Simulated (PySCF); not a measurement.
**Geometry relaxation, with input and output: C$_{3}$F$_{6}$**

System: C$_{3}$F$_{6}$ (hexafluoropropylene).
Method: PBE0-D3(BJ)/def2-SVP geometry optimisation, gas phase (PySCF 2.14.0).

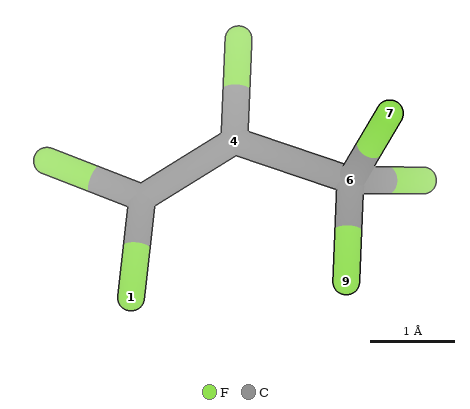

*The input geometry (stick view, seen at a tilt; atoms are numbered from 1 in the order of the input).*

Bond lengths as drawn: C–C 1.30 to 1.55 Å and C–F 1.29 to 1.33 Å.

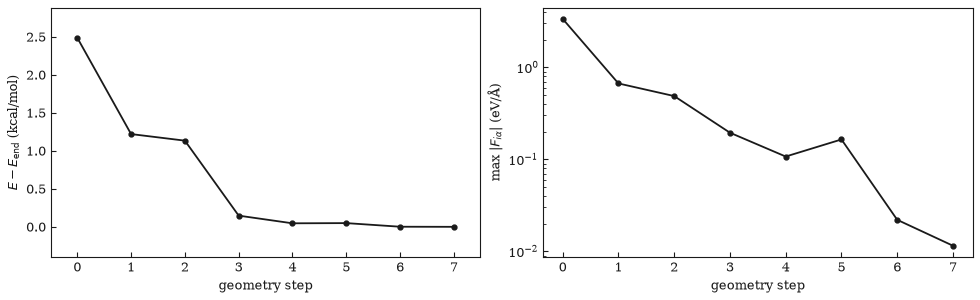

*Progress of the relaxation, step by step (steps are counted from 0).*

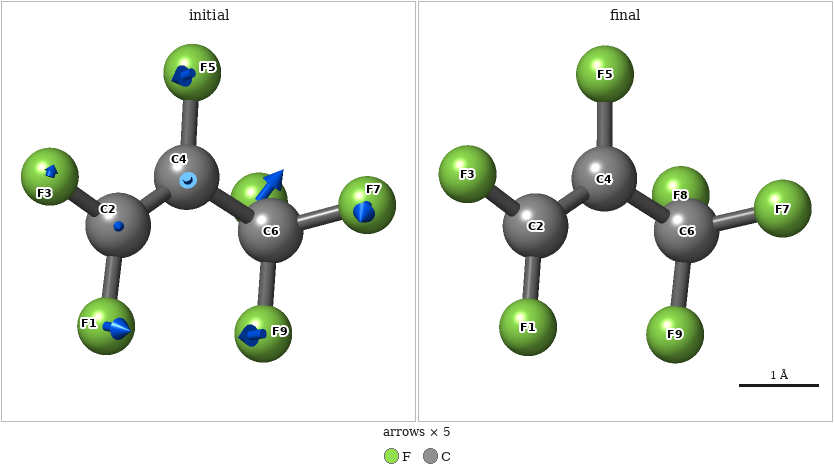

*Before (left) and after (right) the relaxation, at one scale (ball-and-stick view, seen at a tilt). The blue arrows give the displacements, magnified 5 times.*

The largest moves after the best rigid fit, 0.10 Å, are those of F1 and F8. Largest moves by element: F 0.10 Å, C 0.05 Å. Among the contacts that change: C4–C6 1.550 → 1.499 Å, C2–C4 1.301 → 1.335 Å, C6–F9 1.312 → 1.328 Å, F1–C2 1.293 → 1.300 Å. Among the angles that change: C2–C4–F5 122.6° → 119.4°, F1–C2–F3 110.3° → 112.4°. Over 7 geometry steps the energy falls by 2.49 kcal/mol. The largest force component goes from 3.4 to 0.011 eV/Å. (Atoms are counted from 1 in the order of the input.)

The input that produced these results follows, with the program's output.

### Input file
```
{"job": {"xc": "PBE0", "basis": "def2-SVP", "d3": "d3bj", "grid": 1, "shake": 0.01, "kind": "geom"}, "charge": 0, "multiplicity": 1}
F      1.172450     0.966930    -1.463550
C      1.294890     0.450910    -0.283960
F      2.519850     0.554330     0.126590
C      0.357530    -0.118820     0.415210
F      0.578280    -0.645710     1.615400
C     -1.124510    -0.266240    -0.015610
F     -1.936910     0.361720     0.821960
F     -1.472620    -1.548430    -0.037010
F     -1.331160     0.228160    -1.212740
```

The first line tells a small driver script what to run in PySCF; the rest is the geometry in Å.

Launched with:
```bash
OMP_NUM_THREADS=1 python <driver script> task.json out
```

### What the program printed
```
step   0  E = -712.09662701  max force = 0.065399
step   1  E = -712.09864661  max force = 0.012987
step   2  E = -712.09878447  max force = 0.009467
step   3  E = -712.10035675  max force = 0.003784
step   4  E = -712.10051764  max force = 0.002085
step   5  E = -712.10051343  max force = 0.003197
step   6  E = -712.10058937  max force = 0.000428
step   7  E = -712.10059151  max force = 0.000224
optimisation converged
```

### Trajectory as extended XYZ (Å, eV, eV/Å), 8 frames, from step=0 to step=7
```
9
Properties=species:S:1:pos:R:3:forces:R:3 step=0 energy=-19377.13620
F     1.1724    0.9669   -1.4635   -0.4042   0.1625  -0.4537
C     1.2949    0.4509   -0.2840    1.7812   0.7773  -0.8957
F     2.5198    0.5543    0.1266    0.4896  -0.0815   0.4130
C     0.3575   -0.1188    0.4152   -3.3629  -1.1557   0.8696
F     0.5783   -0.6457    1.6154    0.2516   0.1486  -0.1252
C    -1.1245   -0.2662   -0.0156    1.1174  -0.0771   0.3894
F    -1.9369    0.3617    0.8220    0.0349   0.0472   0.3888
F    -1.4726   -1.5484   -0.0370    0.0522  -0.1471   0.1872
F    -1.3312    0.2282   -1.2127    0.0402   0.3259  -0.7734
9
Properties=species:S:1:pos:R:3:forces:R:3 step=1 energy=-19377.19116
F     1.1949    0.7681   -1.5935    0.1314   0.0856   0.0813
C     1.3267    0.1706   -0.4465   -0.4638  -0.3053  -0.0906
F     2.5670    0.0215   -0.0825   -0.0526   0.0294  -0.1605
C     0.3105   -0.3246    0.2796    0.6678   0.6524   0.0330
F     0.6375   -0.9070    1.4266   -0.2786  -0.2315   0.1888
C    -1.1463   -0.0140    0.1220   -0.1238   0.0790  -0.0730
F    -1.5506    0.8045    1.1012    0.0873  -0.0648  -0.1900
F    -1.8829   -1.1140    0.2089   -0.0531  -0.1497  -0.0238
F    -1.3964    0.5742   -1.0486    0.0855  -0.0951   0.2348
9
Properties=species:S:1:pos:R:3:forces:R:3 step=2 energy=-19377.19491
F     1.1576    0.8149   -1.5655   -0.2921   0.0446   0.0728
C     1.3126    0.1765   -0.4445    0.3196  -0.3431   0.1811
F     2.5754    0.0027   -0.1909    0.1563  -0.1500   0.2525
C     0.3343   -0.2963    0.3387   -0.4280   0.2642   0.0008
F     0.5409   -0.9404    1.4845    0.4868   0.1215  -0.3475
C    -1.1204   -0.0152    0.1280   -0.0645   0.1728  -0.1610
F    -1.5686    0.8188    1.0696   -0.0370  -0.0701  -0.0277
F    -1.8407   -1.1299    0.2048    0.0221  -0.0152   0.0212
F    -1.3308    0.5480   -1.0577   -0.1633  -0.0246   0.0078
9
Properties=species:S:1:pos:R:3:forces:R:3 step=3 energy=-19377.23769
F     1.1768    0.8284   -1.5571   -0.0028   0.0360   0.0218
C     1.3251    0.1740   -0.4448    0.0059  -0.1946   0.0302
F     2.5755   -0.0391   -0.1556    0.0383   0.0093  -0.0089
C     0.3274   -0.2769    0.3208   -0.1372   0.1541   0.1153
F     0.5940   -0.9239    1.4508    0.0698  -0.0030  -0.1175
C    -1.1364   -0.0100    0.1251    0.0001   0.0754  -0.0592
F    -1.5858    0.8173    1.0702   -0.0162  -0.0358   0.0111
F    -1.8380   -1.1364    0.2146    0.0369  -0.0211   0.0237
F    -1.3783    0.5460   -1.0570    0.0053  -0.0202  -0.0166
9
Properties=species:S:1:pos:R:3:forces:R:3 step=4 energy=-19377.24207
F     1.1955    0.8496   -1.5402   -0.1072   0.0195  -0.0553
C     1.3263    0.1656   -0.4437    0.1018   0.0492  -0.1014
F     2.5757   -0.0730   -0.1684   -0.0191  -0.0591   0.0784
C     0.3217   -0.2555    0.3271    0.0539   0.0336   0.0698
F     0.6020   -0.9257    1.4386   -0.0464  -0.0396   0.0150
C    -1.1425   -0.0014    0.1262    0.0384  -0.0075   0.0058
F    -1.6082    0.8229    1.0650   -0.0181   0.0048  -0.0199
F    -1.8224   -1.1407    0.2250   -0.0141  -0.0128   0.0017
F    -1.3877    0.5376   -1.0624    0.0107   0.0119   0.0059
9
Properties=species:S:1:pos:R:3:forces:R:3 step=5 energy=-19377.24196
F     1.1753    0.8560   -1.5346    0.1644  -0.0301  -0.0113
C     1.3276    0.1634   -0.4453   -0.0696   0.0014   0.0643
F     2.5721   -0.1030   -0.1721   -0.0125   0.0713  -0.1205
C     0.3261   -0.2395    0.3382   -0.0125  -0.0613   0.0482
F     0.5980   -0.9311    1.4382   -0.0145   0.0087   0.0189
C    -1.1371    0.0067    0.1267    0.0286  -0.0326   0.0239
F    -1.6204    0.8294    1.0571   -0.0129   0.0266  -0.0109
F    -1.8058   -1.1399    0.2253   -0.0351  -0.0065  -0.0125
F    -1.3755    0.5372   -1.0666   -0.0358   0.0224   0.0000
9
Properties=species:S:1:pos:R:3:forces:R:3 step=6 energy=-19377.24402
F     1.1889    0.8425   -1.5422    0.0085   0.0001   0.0078
C     1.3287    0.1625   -0.4433   -0.0035  -0.0220  -0.0116
F     2.5752   -0.0939   -0.1716   -0.0075   0.0060  -0.0032
C     0.3250   -0.2454    0.3370   -0.0191  -0.0018   0.0110
F     0.5947   -0.9289    1.4429   -0.0026   0.0132  -0.0025
C    -1.1390    0.0059    0.1268   -0.0083   0.0023   0.0013
F    -1.6179    0.8297    1.0590    0.0101   0.0049   0.0119
F    -1.8162   -1.1362    0.2218    0.0071  -0.0072   0.0002
F    -1.3791    0.5430   -1.0635    0.0153   0.0046  -0.0148
9
Properties=species:S:1:pos:R:3:forces:R:3 step=7 energy=-19377.24408
F     1.1915    0.8378   -1.5424   -0.0036  -0.0070  -0.0045
C     1.3281    0.1570   -0.4436    0.0026   0.0066   0.0027
F     2.5743   -0.0974   -0.1694    0.0000  -0.0115   0.0034
C     0.3233   -0.2469    0.3373    0.0085   0.0055   0.0043
F     0.5910   -0.9263    1.4460   -0.0009   0.0029  -0.0006
C    -1.1392    0.0082    0.1258    0.0107  -0.0016  -0.0007
F    -1.6151    0.8337    1.0582   -0.0040  -0.0042  -0.0058
F    -1.8188   -1.1325    0.2204   -0.0081   0.0083  -0.0014
F    -1.3749    0.5458   -1.0654   -0.0052   0.0008   0.0026
```

### Summary

- outcome: converged
- total energy: −712.100592 hartree
- dipole moment: 1.06 D
- point group: C1
- hardware: 1 CPU thread, shared host
- wall time: 51 s
- peak memory: 0.51 GiB
